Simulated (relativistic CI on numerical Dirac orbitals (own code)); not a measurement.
**Sc⁺: L2,3 absorption with charge transfer**

Wanted: the shape of the L2,3 absorption spectrum of Sc⁺ in a cubic metal-ligand cluster, for 3 values of Delta.

Method: charge-transfer multiplet model of a cubic metal-ligand cluster with up to 1 ligand holes, Slater and spin-orbit integrals from Dirac-Coulomb-Breit ions, Slater integrals scaled by 0.8. Code: relativistic CI on numerical Dirac orbitals (own code) version 3.

## 1. The atom as given

- ion: Sc⁺ (Sc II)
- nuclear charge: 21
- electrons: 20
- d electrons: 2
- ligand holes at most: 1
- parameters: in eV; Veg, Vt2g hoppings, tenDq and tenDqL metal and ligand splittings (negative tenDq: tetrahedral), red the scaling of hopping with a core hole
- temperature: 20 K
- widths: Lorentz 0.4 eV, Gauss 0.3 eV

## 2. Delta = 9.4 eV

Input settings:

```ini
cluster ion=Sc1+ d2 ligand_holes=1 slater_scale=0.8
Delta=9.4 Udd=5.3 Upd=6.6 tenDq=-0.15 tenDqL=0 Veg=1.05 Vt2g=-1.78 red=0.8
spectrum xas L2,3 T=20 lorentz=0.4 gauss=0.3
```

On the command line:

```console
$ python run_levels.py task.json out
```

The settings of every run stand in task.json; they run in order.

## 3. Delta = 7.4 eV

Input settings:

```ini
cluster ion=Sc1+ d2 ligand_holes=1 slater_scale=0.8
Delta=7.4 Udd=5.3 Upd=6.6 tenDq=-0.15 tenDqL=0 Veg=1.05 Vt2g=-1.78 red=0.8
spectrum xas L2,3 T=20 lorentz=0.4 gauss=0.3
```

## 4. Delta = 10.4 eV

Input settings:

```ini
cluster ion=Sc1+ d2 ligand_holes=1 slater_scale=0.8
Delta=10.4 Udd=5.3 Upd=6.6 tenDq=-0.15 tenDqL=0 Veg=1.05 Vt2g=-1.78 red=0.8
spectrum xas L2,3 T=20 lorentz=0.4 gauss=0.3
```

(Steps that only read results are left out.)

**Question.** What will these runs give? Wanted: d count; ground spin.

The runs gave:

| run | d count | weight without ligand hole | ground S | up to four highest peaks (% of the highest), eV from the first main peak |
| --- | --- | --- | --- | --- |
| Delta = 9.4 eV | 2.14 | 0.86 | 1.00 | -1.4 (12), 0.0 (100), 3.8 (39), 4.8 (56) |
| Delta = 7.4 eV | 2.19 | 0.81 | 1.00 | -1.3 (12), 0.0 (100), 3.8 (40), 4.8 (56) |
| Delta = 10.4 eV | 2.13 | 0.87 | 1.00 | -1.4 (12), 0.0 (100), 3.8 (39), 4.9 (56) |

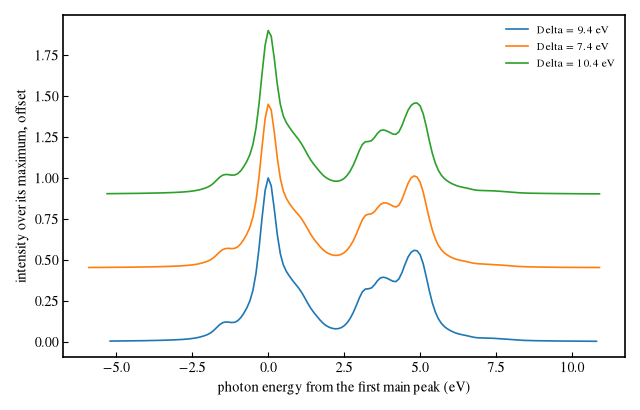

The spectra, each scaled to its maximum and offset.

```
                           quantity         value
                            d count  2.13 to 2.19
ground spin (effective S from ⟨S²⟩)          1.00
```

**Reading.** From Delta = 7.4 eV to Delta = 10.4 eV the ground-state d count goes from 2.19 to 2.13. In the first run d2 holds 86 % of the ground state. The space is cut at the given number of ligand holes while the last configuration still holds over a tenth of the ground state. The cluster parameters are drawn, not fitted to a compound.
